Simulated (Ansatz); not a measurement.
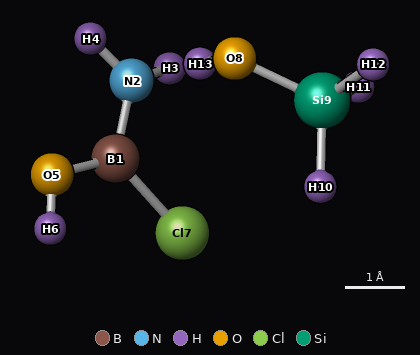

Fig. 1: The starting structure (ball-and-stick view, seen at a tilt; atoms are numbered from 1 in the order of the input). Bond lengths as drawn: B–Cl 1.79 Å, B–N 1.42 Å, B–O 1.36 Å, H–N 1.02 Å, H–O 0.97 to 0.99 Å, H–Si 1.50 to 1.51 Å and O–Si 1.68 Å.

**Nudged elastic band, with input and output: BSiNH₇ClO₂ (part 1 of 2)**

- system: BSiNH₇ClO₂
- method: RKS PBE/def2-SVP (Ansatz 0.2.0)

One setting was made poor on purpose. It belongs to a series of runs on one base structure; here: band between the two ends. Figures and captions count atoms from 1; the log counts them from 0 in places.

**The input**
```yaml
crystal:
  periodic: [false, false, false]
  atoms:
    - { symbol: B, position_ang: [0.193836, -0.670287, 0.409165] }
    - { symbol: "N", position_ang: [0.16387, -0.108023, 1.71722] }
    - { symbol: H, position_ang: [-0.63248, -0.258423, 2.33682] }
    - { symbol: H, position_ang: [1.041138, 0.076428, 2.209069] }
    - { symbol: O, position_ang: [1.369395, -0.732084, -0.276394] }
    - { symbol: H, position_ang: [1.249793, -1.044128, -1.190119] }
    - { symbol: Cl, position_ang: [-1.350101, -1.213805, -0.323387] }
    - { symbol: O, position_ang: [-0.55006, 2.531232, 0.664254] }
    - { symbol: Si, position_ang: [-2.144517, 2.696129, 0.177586] }
    - { symbol: H, position_ang: [-2.426324, 2.053391, -1.158998] }
    - { symbol: H, position_ang: [-3.112426, 2.104145, 1.178444] }
    - { symbol: H, position_ang: [-2.412238, 4.168714, 0.052531] }
    - { symbol: H, position_ang: [-0.301987, 1.658914, 1.05521] }
basis:
  gaussian: { orbitals: def2-SVP }
hamiltonian:
  xc: pbe
neb:
  order_check: false
  images: 7
  f_tol: 0.2
  max_iterations: 60
  final_atoms:
    - { symbol: B, position_ang: [-0.15545634, 0.30041861, 0.31411325] }
    - { symbol: "N", position_ang: [0.24447528, 0.13957671, 1.91668855] }
    - { symbol: H, position_ang: [-0.59557046, 0.20900504, 2.50750621] }
    - { symbol: H, position_ang: [0.68035201, -0.7807667, 2.0727102] }
    - { symbol: O, position_ang: [1.02527419, -0.11939768, -0.33452382] }
    - { symbol: H, position_ang: [0.99623269, 0.1296499, -1.27327538] }
    - { symbol: Cl, position_ang: [-1.64068758, -0.92409778, 0.16775095] }
    - { symbol: O, position_ang: [-0.57180419, 1.64652694, 0.11814625] }
    - { symbol: Si, position_ang: [-2.10843816, 2.26627817, -0.14906512] }
    - { symbol: H, position_ang: [-2.72211008, 1.78784453, -1.43512171] }
    - { symbol: H, position_ang: [-3.04658139, 1.97042347, 0.99441769] }
    - { symbol: H, position_ang: [-1.93240593, 3.75854753, -0.22732638] }
    - { symbol: H, position_ang: [0.91461897, 0.87819428, 2.17938033] }
  initial_path:
    images:
      - { positions_ang: [[0.193836, -0.670287, 0.409165], [0.16387, -0.108023, 1.71722], [-0.63248, -0.258423, 2.33682], [1.041138, 0.076428, 2.209069], [1.369395, -0.732084, -0.276394], [1.249793, -1.044128, -1.190119], [-1.350101, -1.213805, -0.323387], [-0.55006, 2.531232, 0.664254], [-2.144517, 2.696129, 0.177586], [-2.426324, 2.053391, -1.158998], [-3.112426, 2.104145, 1.178444], [-2.412238, 4.168714, 0.052531], [-0.301987, 1.658914, 1.05521]] }
      - { positions_ang: [[0.14461656, -0.50350257, 0.30718383], [0.12881318, -0.07583944, 1.76314077], [-0.68546656, -0.25587852, 2.36425728], [1.00750322, 0.13306581, 2.26056398], [1.32905136, -0.55055408, -0.3875108], [1.31496638, -1.02265608, -1.10960837], [-1.41925653, -0.91605225, -0.46900781], [-0.53775098, 2.2848293, 0.6302093], [-2.10642453, 2.58301745, 0.18183812], [-2.52988382, 1.85883174, -0.9926858], [-2.99206952, 2.24016961, 1.24470999], [-2.25985837, 3.98026961, -0.12463319], [-0.30634138, 1.50650245, 1.1829437]] }
      - { positions_ang: [[0.09539712, -0.33671815, 0.20520266], [0.09375637, -0.04365588, 1.80906154], [-0.73845313, -0.25333405, 2.39169456], [0.97386843, 0.18970361, 2.31205896], [1.28870772, -0.36902416, -0.49862761], [1.38013976, -1.00118417, -1.02909774], [-1.48841206, -0.6182995, -0.61462862], [-0.52544195, 2.03842659, 0.5961646], [-2.06833207, 2.46990591, 0.18609024], [-2.63344363, 1.66427247, -0.8263736], [-2.87171303, 2.37619421, 1.31097598], [-2.10747875, 3.79182521, -0.30179737], [-0.31069577, 1.3540909, 1.3106774]] }
      - { positions_ang: [[0.04617768, -0.16993372, 0.10322149], [0.05869955, -0.01147233, 1.85498232], [-0.79143969, -0.25078957, 2.41913183], [0.94023365, 0.24634142, 2.36355394], [1.24836408, -0.18749425, -0.60974441], [1.44531313, -0.97971225, -0.94858711], [-1.55756759, -0.32054675, -0.76024942], [-0.51313293, 1.79202389, 0.5621199], [-2.0302396, 2.35679436, 0.19034235], [-2.73700345, 1.46971321, -0.6600614], [-2.75135655, 2.51221882, 1.37724197], [-1.95509912, 3.60338082, -0.47896156], [-0.31505015, 1.20167935, 1.4384111]] }
      - { positions_ang: [[-0.00304176, -0.0031493, 0.00124033], [0.02364274, 0.02071123, 1.90090309], [-0.84442626, -0.24824509, 2.44656911], [0.90659887, 0.30297922, 2.41504892], [1.20802044, -0.00596433, -0.72086122], [1.51048651, -0.95824034, -0.86807648], [-1.62672312, -0.022794, -0.90587023], [-0.50082391, 1.54562118, 0.52807519], [-1.99214714, 2.24368282, 0.19459447], [-2.84056327, 1.27515395, -0.49374919], [-2.63100007, 2.64824342, 1.44350795], [-1.8027195, 3.41493642, -0.65612574], [-0.31940454, 1.0492678, 1.5661448]] }
      - { positions_ang: [[-0.04114541, 0.07274268, 0.07945856], [0.07885087, 0.0504276, 1.90484945], [-0.78221231, -0.13393256, 2.46180339], [0.85003715, 0.03204274, 2.32946424], [1.16233387, -0.03432267, -0.62427687], [1.38192306, -0.68626778, -0.9693762], [-1.63021424, -0.24811994, -0.63746494], [-0.51856898, 1.57084762, 0.42559296], [-2.02121989, 2.24933166, 0.10867957], [-2.81094997, 1.40332659, -0.72909232], [-2.7348954, 2.47878843, 1.33123539], [-1.8351411, 3.5008392, -0.5489259], [-0.01089866, 1.00649942, 1.71945368]] }
      - { positions_ang: [[-0.07924905, 0.14863466, 0.15767679], [0.13405901, 0.08014397, 1.90879582], [-0.71999836, -0.01962003, 2.47703766], [0.79347544, -0.23889374, 2.24387956], [1.11664731, -0.06268101, -0.52769252], [1.2533596, -0.41429522, -1.07067593], [-1.63370535, -0.47344589, -0.36905964], [-0.53631405, 1.59607406, 0.32311072], [-2.05029265, 2.25498049, 0.02276467], [-2.78133667, 1.53149924, -0.96443545], [-2.83879073, 2.30933345, 1.21896282], [-1.86756271, 3.58674198, -0.44172606], [0.29760722, 0.96373104, 1.87276256]] }
      - { positions_ang: [[-0.1173527, 0.22452664, 0.23589502], [0.18926714, 0.10986034, 1.91274218], [-0.65778441, 0.0946925, 2.49227193], [0.73691373, -0.50983022, 2.15829488], [1.07096075, -0.09103935, -0.43110817], [1.12479615, -0.14232266, -1.17197565], [-1.63719646, -0.69877184, -0.10065435], [-0.55405912, 1.6213005, 0.22062849], [-2.0793654, 2.26062933, -0.06315022], [-2.75172338, 1.65967188, -1.19977858], [-2.94268606, 2.13987846, 1.10669025], [-1.89998432, 3.67264475, -0.33452622], [0.60611309, 0.92096266, 2.02607144]] }
      - { positions_ang: [[-0.15545634, 0.30041861, 0.31411325], [0.24447528, 0.13957671, 1.91668855], [-0.59557046, 0.20900504, 2.50750621], [0.68035201, -0.7807667, 2.0727102], [1.02527419, -0.11939768, -0.33452382], [0.99623269, 0.1296499, -1.27327538], [-1.64068758, -0.92409778, 0.16775095], [-0.57180419, 1.64652694, 0.11814625], [-2.10843816, 2.26627817, -0.14906512], [-2.72211008, 1.78784453, -1.43512171], [-3.04658139, 1.97042347, 0.99441769], [-1.93240593, 3.75854753, -0.22732638], [0.91461897, 0.87819428, 2.17938033]] }
```

Launched with:
```bash
ansatz run input.yaml --threads 4 --pin off --max-ram 5120MiB --backend cpu --events-out ev --progress --plain --runs-dir out
```

**Output**
```
Engine: ansatz 0.2.0, x86_64-unknown-linux-gnu
Functional definition: PBE
  parameter kappa = 0.804
  parameter beta = 0.06672455060314922
  exchange = pbe_x(kappa = kappa, mu = beta*pi^2/3)
  correlation = pbe_c(beta = beta)
1409 factors; their error is unknown
mean field evaluation 1: about -26737.4877 eV, gradient 8.8e1 eV
mean field evaluation 2: about -26683.4669 eV, gradient 1.8e2 eV
mean field evaluation 4: about -26751.1520 eV, gradient 1.7e1 eV
mean field evaluation 8: about -26751.6602 eV, gradient 2.8e-1 eV
mean field evaluation 16: about -26751.5869 eV, gradient 1.5e-3 eV
mean field -26751.58685928 eV, -983.1026842017 hartree, gradient 7.2e-5 eV, S^2 0.000000; 0 other end points of the search recorded, 0 dependent functions left out
the calculation of the forces begins
reference -26751.58689972 eV, -983.1026856877 hartree; 33, 33 occupied and 94, 94 virtual orbitals, 1409 factors
1409 factors; their error is unknown
mean field evaluation 32: about -26752.1223 eV, gradient 2.6e-3 eV
mean field -26752.12234878 eV, -983.1223630778 hartree, gradient 3.2e-5 eV, S^2 0.000000; 0 other end points of the search recorded, 0 dependent functions left out
[... from here on the field's lines of each further geometry are left out, up to the last ...]
NEB iter   1: max|band force component| = 4.414e1 eV/Å  barrier→ = 8.9465 eV  barrier← = 9.4820 eV  Δτ_max = 0.1988 Å  (260 SCF iters)
NEB iter   2: max|band force component| = 3.229e0 eV/Å  barrier→ = 2.5824 eV  barrier← = 3.1179 eV  Δτ_max = 0.2000 Å  (241 SCF iters)
NEB iter   3: max|band force component| = 1.808e0 eV/Å  barrier→ = 1.4080 eV  barrier← = 1.9435 eV  Δτ_max = 0.2000 Å  (221 SCF iters)
NEB iter   4: max|band force component| = 7.535e0 eV/Å  barrier→ = 0.9393 eV  barrier← = 1.4748 eV  Δτ_max = 0.1014 Å  (225 SCF iters)
NEB iter   5: max|band force component| = 1.460e0 eV/Å  barrier→ = 0.7486 eV  barrier← = 1.2841 eV  Δτ_max = 0.1996 Å  (217 SCF iters)
NEB iter   6: max|band force component| = 1.177e0 eV/Å  barrier→ = 0.7147 eV  barrier← = 1.2502 eV  Δτ_max = 0.1971 Å  (206 SCF iters)
NEB iter   7: max|band force component| = 9.924e-1 eV/Å  barrier→ = 0.6652 eV  barrier← = 1.2007 eV  Δτ_max = 0.1971 Å  (221 SCF iters)
NEB iter   8: max|band force component| = 8.075e-1 eV/Å  barrier→ = 0.5388 eV  barrier← = 1.0743 eV  Δτ_max = 0.1983 Å  (222 SCF iters)
NEB iter   9: max|band force component| = 7.605e-1 eV/Å  barrier→ = 0.3569 eV  barrier← = 0.8923 eV  Δτ_max = 0.1983 Å  (217 SCF iters)
NEB iter  10: max|band force component| = 5.680e-1 eV/Å  barrier→ = 0.5000 eV  barrier← = 1.0354 eV  Δτ_max = 0.1980 Å  (226 SCF iters)
NEB iter  11: max|band force component| = 9.166e-1 eV/Å  barrier→ = 0.3133 eV  barrier← = 0.8488 eV  CI = image 4  Δτ_max = 0.2000 Å  (205 SCF iters)
NEB iter  12: max|band force component| = 6.067e-1 eV/Å  barrier→ = 0.6650 eV  barrier← = 1.2005 eV  CI = image 4  Δτ_max = 0.1947 Å  (213 SCF iters)
NEB iter  13: max|band force component| = 1.241e0 eV/Å  barrier→ = 0.7691 eV  barrier← = 1.3046 eV  CI = image 4  Δτ_max = 0.0978 Å  (213 SCF iters)
NEB iter  14: max|band force component| = 5.689e-1 eV/Å  barrier→ = 0.6718 eV  barrier← = 1.2073 eV  CI = image 4  Δτ_max = 0.1916 Å  (209 SCF iters)
NEB iter  15: max|band force component| = 4.479e-1 eV/Å  barrier→ = 0.6366 eV  barrier← = 1.1721 eV  CI = image 4  Δτ_max = 0.1115 Å  (208 SCF iters)
NEB iter  16: max|band force component| = 2.298e-1 eV/Å  barrier→ = 0.6230 eV  barrier← = 1.1585 eV  CI = image 4  Δτ_max = 0.1109 Å  (207 SCF iters)
NEB iter  17: max|band force component| = 2.358e-1 eV/Å  barrier→ = 0.6106 eV  barrier← = 1.1461 eV  CI = image 4  Δτ_max = 0.0559 Å  (208 SCF iters)
the calculation of the forces begins
reference -26752.10779578 eV, -983.1218282649 hartree; 33, 33 occupied and 94, 94 virtual orbitals, 1409 factors
1409 factors; their error is unknown
mean field -26750.98138989 eV, -983.0804336121 hartree, gradient 1.6e-5 eV, S^2 0.000000; 1 other end points of the search recorded, 0 dependent functions left out
the calculation of the forces begins
reference -26750.98143002 eV, -983.0804350866 hartree; 33, 33 occupied and 94, 94 virtual orbitals, 1409 factors
NEB iter  18: max|band force component| = 1.609e-1 eV/Å  barrier→ = 0.6055 eV  barrier← = 1.1410 eV  CI = image 4  Δτ_max = 0.0000 Å  (425 SCF iters)
```

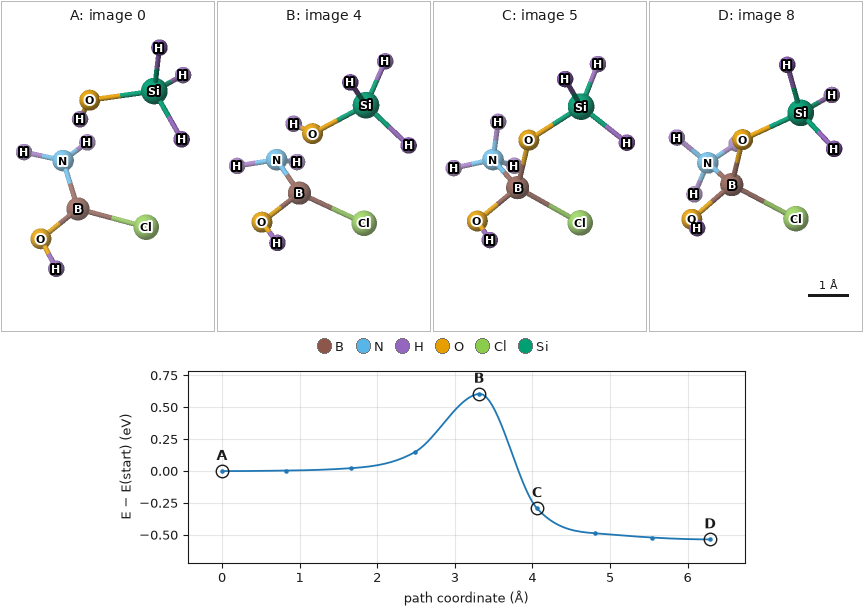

Fig. 2: Images of the last band (counted from 0; ball-and-stick, seen at a tilt) above the energy along the path; the line is a cubic interpolation that uses the forces. The highest image is number 4, 0.605 eV above the start and 1.141 eV above the end (the climbing image); the end lies 0.535 eV below the start. The path is 6.29 Å long. The band converged in 18 iterations.
